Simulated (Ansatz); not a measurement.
# Lattice dynamics of In2S (model cell, started as antifluorite), part 2 of 2

How does In2S (model cell, started as antifluorite) vibrate, and is this structure a minimum?

Ansatz 0.2.0; DFT PBEsol, scalar-relativistic, plane waves, PAW.

So far. Step 3 (Relaxing to small forces for the phonons): The forces vanish by symmetry and the pressure is 0.007 GPa, within the tolerances set. The cell now holds 28.32 Å³/atom. Step 4 (Zone-centre response): Before it was imposed, the acoustic sum rule was missed by 4.2e-5 eV/Å². Small misses are needed for a sound result but don't prove that mesh and cutoff are converged. The lowest optical mode is real, 80.5 cm⁻¹. The relaxed cell has a = 6.978 Å (conventional setting).

The structure was built from a prototype and need not be the compound's stable phase.

## Step 5: Response at finite wavevector

Stability and thermal properties need the whole zone. Linear response on a 2×2×2 q mesh gives force constants as far as a supercell of that size would.

input.yaml reads:

```yaml
crystal:
  lattice:
    - [0.0, 3.4890740757, 3.4890740757]
    - [3.4890740757, 0.0, 3.4890740757]
    - [3.4890740757, 3.4890740757, 0.0]
  atoms:
    - { symbol: S, position: [0.0, 0.0, 0.0] }
    - { symbol: In, position: [0.25, 0.25, 0.25] }
    - { symbol: In, position: [0.75, 0.75, 0.75] }
kpoints:
  mp_grid: { grid: [10, 10, 10] }
hamiltonian:
  xc: pbesol
scf:
  occupations: { method: methfessel_paxton, width: 0.15 }
output:
  eigenvalues: true
phonons:
  method: dfpt
  qmesh: [2, 2, 2]
  temperatures: { t_max: 1000, t_step: 50 }
  qpath:
    path:
      - [[0.0, 0.0, 0.0], [0.5, 0.0, 0.5], [0.625, 0.25, 0.625]]
      - [[0.375, 0.375, 0.75], [0.0, 0.0, 0.0], [0.5, 0.5, 0.5], [0.5, 0.25, 0.75], [0.5, 0.0, 0.5]]
    npoints: 10
```

Command:

```sh
$ ansatz run input.yaml --threads 4 --pin off --max-ram 7168MiB --backend cpu --events-out ev --progress --plain --runs-dir out
```

Numbers of over 12 decimals in the logs are rounded to 6 here.

Output:

```text
Warning: phonons: the dynamical matrix that this run interpolates holds no multipole term above the dipole-dipole one, and a site of this crystal is no centre of inversion, so its interpolated transverse optical and acoustic branches and sound speeds can stay off near Gamma, and the density of states and the thermodynamics with them. What a run solves at a wave vector of phonons.qpoints, Gamma apart, where the deck admits one, is free of this, and under fd what a larger phonons.supercell samples
[...]
Crystal: 3 atoms, lattice volume = 84.949 Å³
Basis set: ecut = 420 eV, 1639 PW (Γ), exchange–correlation on 72×72×72 points (8 copies of the dense FFT grid, shifted against one another)
Bands: 20, of which v1, the nominal top of the filled ones, is band 16 counted from 1 (15 counted from 0)
Symmetry: 48 space group operations
k-points: 47 of 1000
[...]
SCF iter   1: F=—  HF=-11935.738572 eV  |F-HF|=—  |Δ(HF+E_count)|=         —  Δρ=4.09e-3  dr2=2.52e-2  ethr=1.77e-3  ⟨swp⟩=5.2  Hψ=4302  notcnv=0
[...]
SCF iter  10: F=-11935.730375 eV  HF=-11935.730375 eV  |F-HF|=7.28e-12  |Δ(HF+E_count)|=  2.73e-11  S|Δr|=    0.00e0  Δρ=1.91e-8  dr2=2.38e-13  ethr=1.00e-12  ⟨swp⟩=5.1  Hψ=4026  notcnv=0
SCF 1 converged in 10 iterations: F = -11935.730375 eV  dr2 = 2.38e-13
[...]
SCF iter   6: F=-11935.730375 eV  HF=-11935.730375 eV  |F-HF|=1.82e-12  |Δ(HF+E_count)|=  2.00e-11  S|Δr|=    0.00e0  Δρ=1.29e-7  dr2=7.12e-12  ethr=1.00e-12  ⟨swp⟩=1.0  Hψ=2068  notcnv=0
SCF 2 converged in 6 iterations: F = -11935.730375 eV  dr2 = 7.12e-12
phonons: the bands overlap, so this run is a metal and interpolates without the dipole-dipole term. If the crystal is really an insulator or semiconductor, its LO-TO splitting is missing
NSCF: frozen V_eff on 47 k-points
[...]
DFPT response loops at q = (0, 0, 0) (fractional): preconditioner auto → Kerker (q_TF=auto, 2.319 Å⁻¹) (partly filled bands, converged f_vac=0.042); β = 1.00, the filter's whole step (`scf.mixing.beta` (0.50) is not read by the response loops under this deck's `scf.mixing.preconditioner`; to damp them name `kerker` or `kerker_dos`, under which they read `scf.mixing.beta`, and type it under 1.00, their step now; both keys bind the ground state too); Broyden in place of MSR1
[...]
SCF converged after 10 iterations
[...]
Free energy (F): -11935.730375 eV
[...]
Internal energy: -11935.729741 eV  (E = F + TS)
E sigma→0 (E₀):  -11935.730217 eV
Entropy (-TS):   -0.000634 eV (-0.211 meV/atom)
Fermi energy:    7.432970 eV
[...]
--- Band table (eV; the first three rows and the last of 47) ---
  k-point 0: bands = [... 12 lower, 4.4537, 4.4537, 4.4537, 6.4965, 7.8604, 7.8604, 7.8604, 12.4343]
  k-point 1: bands = [... 12 lower, 4.3980, 4.3980, 4.4684, 6.0423, 7.9846, 7.9846, 8.6340, 11.9524]
  k-point 2: bands = [... 12 lower, 4.1225, 4.2675, 4.2675, 6.0691, 8.2732, 8.2732, 9.6566, 11.4460]
  k-point 46: bands = [... 12 lower, 1.6815, 2.9957, 5.9988, 7.0590, 7.3402, 8.5855, 10.8945, 11.5588]
--- Phonons (Γ-DFPT): 2 representative perturbations + reference (Σ response iterations 6) ---
  ASR residual: 4.203e-5 → 0.000e0 eV/Å²; symmetrization residual: 3.548e-6 eV/Å²
  ASR residual per site (eV/Å²): 1.03e-5 4.20e-5 4.20e-5
  Γ frequencies (cm⁻¹): 0.00 0.00 0.00 80.55 80.55 80.55 119.76 119.76 119.76
--- Phonons (arbitrary-q DFPT): 3 irreducible q on the 2×2×2 mesh ---
  q = [0.0000, 0.0000, 0.0000] (star 1, of the zone-centre solve; hermiticity 4.08e-6, symmetrization 7.23e-12): -0.00 -0.00 0.00 80.55 80.55 80.55 119.76 119.76 119.76
  q = [0.0000, 0.0000, -0.5000] (star 4, 2 solved perturbations on 282 of 1000 k-point pairs; hermiticity 3.98e-6, symmetrization 8.36e-12): -119.58 -52.21 -52.21 61.76 61.76 70.67 78.71 101.11 101.11
  q = [0.0000, -0.5000, -0.5000] (star 3, 4 solved perturbations in 546 linear systems a pass and spin channel, the states on 171 of 1000 k-point pairs; hermiticity 6.23e-6, symmetrization 2.83e-12): -131.30 -131.30 34.55 39.39 39.39 59.41 84.70 100.97 100.97
  sum rule: each row above includes the acoustic sum rule's correction from the zone centre's row sums; it moved no ω² by more than (0.32 cm⁻¹)²
  mesh force constants: q→R imaginary residual 4.62e-17; ASR residual 4.203e-5 → 0.000e0 eV/Å²; symmetrization residual 1.776e-15 eV/Å²
  interpolated dispersion: 62 rows × 9 modes
  density of states and harmonic sums: on the 16×16×16 q-mesh, interpolated from the force constants of a 2×2×2 supercell (no non-analytic term)
  largest difference from the sums on the solved wave vectors: F 1.83e-2 eV, S 3.19e-5 and C_V 1.36e-5 eV/K
  zero-point energy: 0.028854 eV/cell   skipped modes (ω ≤ 0): 394, of them read as no rigid motion or as one in doubt: 391 (2.782e0 modes/cell left out, lowest -131.30 cm⁻¹)   left out of the sums: 3.09e-1 of the cell's modes: C_V's classical limit lies that fraction below 3 k_B per atom; for a crystal, a wire or a layer, F and S can be off by more, and a phonons.interpolated_qmesh denser along its periods is the remedy for the sampling
```

Run time: 48 s. Hardware: 4 threads of Intel Xeon 6975P-C (Granite Rapids), shared host; peak memory 1.5 GiB; 2.9 min of CPU time.

Numbers from this step:

```
sum-rule residual before enforcement                    : 4.20e-5 eV/Å²
lowest frequency on the path                            : -131.3 cm⁻¹
highest frequency on the path or at a solved wavevector : 119.8 cm⁻¹
lowest mode on the q mesh (acoustic modes at Γ apart)   : -131.3 cm⁻¹
```

Frequencies (cm⁻¹) solved at each irreducible wavevector; negative means imaginary. Frequencies by wavevector, by row:

| q in reciprocal lattice units | star | mode 1 | mode 2 | mode 3 | mode 4 | mode 5 | mode 6 | mode 7 | mode 8 | mode 9 |
| --- | --- | --- | --- | --- | --- | --- | --- | --- | --- | --- |
| 0 0 0 | 1 | 0 | 0 | 0 | 80.5 | 80.5 | 80.5 | 119.8 | 119.8 | 119.8 |
| 0 0 -0.5 | 4 | -119.6 | -52.2 | -52.2 | 61.8 | 61.8 | 70.7 | 78.7 | 101.1 | 101.1 |
| 0 -0.5 -0.5 | 3 | -131.3 | -131.3 | 34.5 | 39.4 | 39.4 | 59.4 | 84.7 | 101 | 101 |

Interpolated from a 2×2×2 q mesh. Phonon branches along the path, in cm⁻¹:

| point | branch 1 | branch 2 | branch 3 | branch 4 | branch 5 | branch 6 | branch 7 | branch 8 | branch 9 |
| --- | --- | --- | --- | --- | --- | --- | --- | --- | --- |
| Γ | 0 | 0 | 0 | 80 | 80 | 80 | 120 | 120 | 120 |
| X | -131 | -131 | 35 | 39 | 39 | 59 | 85 | 101 | 101 |
| U | -128 | -109 | -55 | 35 | 47 | 72 | 87 | 93 | 98 |
| jump to K | -128 | -109 | -55 | 35 | 47 | 72 | 87 | 93 | 98 |
| Γ | 0 | 0 | 0 | 80 | 80 | 80 | 120 | 120 | 120 |
| L | -120 | -52 | -52 | 62 | 62 | 71 | 79 | 101 | 101 |
| W | -130 | -88 | -88 | 32 | 43 | 84 | 84 | 88 | 98 |
| X | -131 | -131 | 35 | 39 | 39 | 59 | 85 | 101 | 101 |

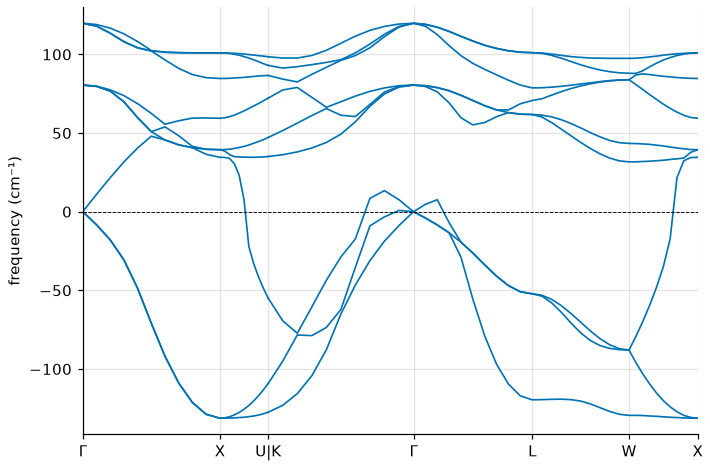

Phonon branches along the path.

The phonon density of states has structure finer than the step of the table below, so its rows give means over 20 cm⁻¹, whole bins alone (the curve runs from -131 to 121 cm⁻¹). Peaks (cm⁻¹: height): -119.0: 0.0517, 67.0: 0.0827, 87.0: 0.116, 99.0: 0.278.

Tetrahedra on a 16×16×16 mesh, mean over bins of 2 cm-1. Interpolated from a 2×2×2 q mesh. Phonon density of states against wavenumber; means over each step:

| wavenumber (cm⁻¹) | phonon density of states (1/cm⁻¹/cell) |
| --- | --- |
| -120 | 0.0333 |
| -100 | 0.0216 |
| -80 | 0.0256 |
| -60 | 0.0282 |
| -40 | 0.0174 |
| -20 | 0.00960 |
| 0 | 0.00459 |
| 20 | 0.00531 |
| 40 | 0.0524 |
| 60 | 0.0701 |
| 80 | 0.0658 |
| 100 | 0.109 |

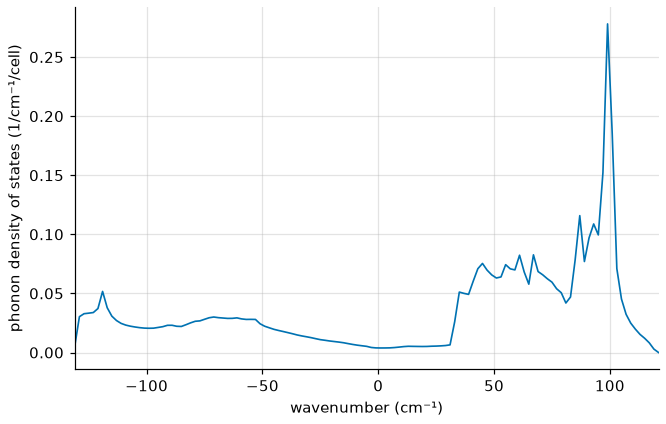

Phonon density of states, plotted against wavenumber.

The partial phonon density of states has structure finer than the step of the table below, so its rows give means over 20 cm⁻¹, whole bins alone (the curve runs from -141 to 133 cm⁻¹). Peaks (cm⁻¹: height): In 45.3: 0.0703, 98.8: 0.155; S -118.7: 0.0390, -72.1: 0.0237, 100.5: 0.0519.

Phonopy on the run's constants, 15x15x15 mesh, Gaussian sigma 2.0 cm-1. Interpolated from a 2×2×2 q mesh. Partial phonon density of states against wavenumber; means over each step; values in 1/cm⁻¹/cell:

| wavenumber (cm⁻¹) | In | S |
| --- | --- | --- |
| -120 | 0.00303 | 0.0297 |
| -100 | 0.00311 | 0.0186 |
| -80 | 0.00611 | 0.0199 |
| -60 | 0.00941 | 0.0174 |
| -40 | 0.00922 | 0.00909 |
| -20 | 0.00694 | 0.00353 |
| 0 | 0.00189 | 7.7e-4 |
| 20 | 0.00430 | 0.00164 |
| 40 | 0.0516 | 0.00112 |
| 60 | 0.0647 | 0.00506 |
| 80 | 0.0601 | 0.00620 |
| 100 | 0.0778 | 0.0303 |
| 120 | 0.00145 | 0.00495 |

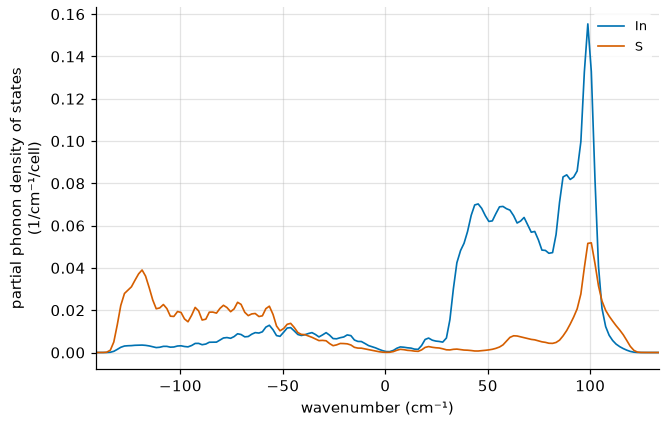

Partial phonon density of states against wavenumber.

Symmetry leaves 3 wavevectors to solve. The lowest mode among them, the acoustic zeros apart, lies at q = (0, -0.5, -0.5) and is imaginary, 131.3i cm⁻¹, so the energy falls along it.

## Step 6: Another isotope, element In, natural mass 114.818 amu

An isotope changes the mass and not the force constants, so no new electronic calculation is needed; the shifts show which modes move this element.

The same force constants with the mass of In changed from 114.818 to 112.904 u (phonopy, no LO-TO term). Both lists are sorted by frequency; levels can cross, so a row need not hold one and the same mode. Modes under 3 cm⁻¹ are left out. Isotope shifts, by row:

| q | rank | natural mass (cm⁻¹) | changed mass (cm⁻¹) |
| --- | --- | --- | --- |
| 0 0 0 | 4 | 80.55 | 81.23 |
| 0 0 0 | 5 | 80.55 | 81.23 |
| 0 0 0 | 6 | 80.55 | 81.23 |
| 0 0 0 | 7 | 119.8 | 119.9 |
| 0 0 0 | 8 | 119.8 | 119.9 |
| 0 0 0 | 9 | 119.8 | 119.9 |
| 0 0 -0.5 | 1 | -119.6 | -119.6 |
| 0 0 -0.5 | 2 | -52.21 | -52.41 |
| 0 0 -0.5 | 3 | -52.21 | -52.41 |
| 0 0 -0.5 | 4 | 61.76 | 62.28 |
| 0 0 -0.5 | 5 | 61.76 | 62.28 |
| 0 0 -0.5 | 6 | 70.67 | 71.24 |
| 0 0 -0.5 | 7 | 78.71 | 79.37 |
| 0 0 -0.5 | 8 | 101.1 | 101.6 |
| 0 0 -0.5 | 9 | 101.1 | 101.6 |
| 0 -0.5 -0.5 | 1 | -131.3 | -131.4 |
| 0 -0.5 -0.5 | 2 | -131.3 | -131.4 |
| 0 -0.5 -0.5 | 3 | 34.55 | 34.85 |
| 0 -0.5 -0.5 | 4 | 39.39 | 39.72 |
| 0 -0.5 -0.5 | 5 | 39.39 | 39.72 |
| 0 -0.5 -0.5 | 6 | 59.41 | 59.41 |
| 0 -0.5 -0.5 | 7 | 84.7 | 85.42 |
| 0 -0.5 -0.5 | 8 | 101 | 101.7 |
| 0 -0.5 -0.5 | 9 | 101 | 101.7 |

A mode of this element alone would shift by +0.84 %. The highest zone-centre frequency without the field goes from 119.8 to 119.9 cm⁻¹ (+0.1 %). The product of the frequency ratios over all optical modes at Γ is 1.029; the product rule, (m/m′)^(3k/2) (M′/M)^(3/2) with k = 2 such atoms and M the mass of the cell, gives 1.029.

## Step 7: Isotope substitution, element S, natural mass 32.06 amu

The same for S, from 32.06 to 33.97 u.

A mode of this element alone would shift by -2.85 %. The highest zone-centre frequency without the field goes from 119.8 to 116.8 cm⁻¹ (-2.5 %). The product of the frequency ratios over all optical modes at Γ is 0.927; the product rule, (m/m′)^(3k/2) (M′/M)^(3/2) with k = 1 such atoms and M the mass of the cell, gives 0.927.

## Step 8: Results

* space group after relaxation (within 0.01 Å): Fm-3m
* volume per atom: 28.3 Å³
* electronic character: no gap on this mesh
* highest optical mode at the zone centre (no LO-TO term): 120 cm⁻¹
* lowest optical zone-centre mode: 80.5 cm⁻¹
* lowest mode on the q mesh (acoustic modes at Γ apart): -131 cm⁻¹
* highest frequency on the path or at a solved wavevector: 120 cm⁻¹
* imaginary modes on the 2×2×2 q mesh: yes

Modes are clearly imaginary (beyond 10i cm⁻¹) at 2 of the 3 irreducible wavevectors, most at q = (0, -0.5, -0.5) (131.3i cm⁻¹), so this structure is not a minimum of the energy. The optical modes at Γ span 81 to 120 cm⁻¹. The highest mode in this list at Γ, 119.8 cm⁻¹, is mostly motion of S (88 % of the kinetic energy). With no gap, or one that is small against the smearing, the frequencies hang on the k mesh and the smearing, most of all near Kohn anomalies. A phonon run warned that its eigensolver left some bands unconverged in a pass. The starting cell was built on a prototype and not taken from a measurement, so the phase need not exist. These are harmonic frequencies at zero temperature: anharmonic shifts, linewidths and thermal expansion are left out.

[Logs are printed without paths, hosts, clocks, repeated set-up lines and the standing remarks that a program may print on its own settings, such as how far it seeks lower states.]

[Hosts, paths, dates, database ids (printed as entryN), source tags and the programs' standing remarks are cut or masked in the printed files.]
